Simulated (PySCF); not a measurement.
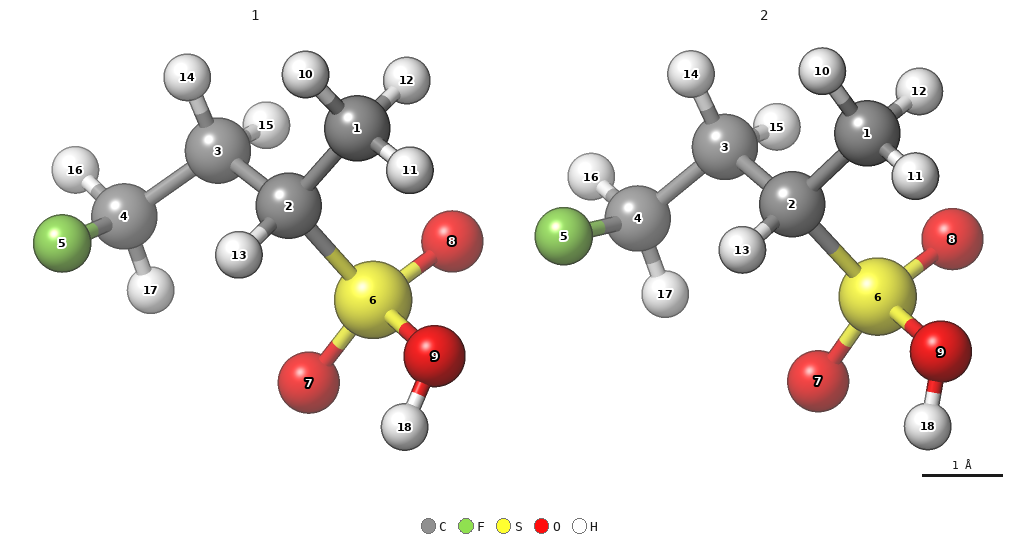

Two geometries of C₄H₉FO₃S, drawn at one scale. One is the start of a relaxation, the other its converged end. The picture is a ball-and-stick view, seen at a tilt.

All numbers below come from PBE0-D3(BJ)/def2-SVP geometry optimisation, gas phase (PySCF). 

Which one is relaxed?

Structure 1 is the relaxed one. The start comes from GFN2-xTB. Its atoms were then displaced at random by about 0.01 Å. Over 14 geometry steps the energy falls by 6.02 kcal/mol. The largest move after the best rigid fit is that of H18, 0.20 Å. By element the largest moves are H 0.20 Å, F 0.16 Å, O 0.12 Å, C 0.08 Å, S 0.07 Å. Near-neighbour distances that change, for instance: C1–H11 1.061 → 1.098 Å, C2–H13 1.073 → 1.102 Å, C3–H15 1.081 → 1.103 Å, S6–O7 1.439 → 1.457 Å. Among the angles between lasting bonds that change: F5–C4–H16 103.7° → 108.5°, C1–C2–S6 104.7° → 109.3°, C2–C3–C4 110.3° → 114.6°.
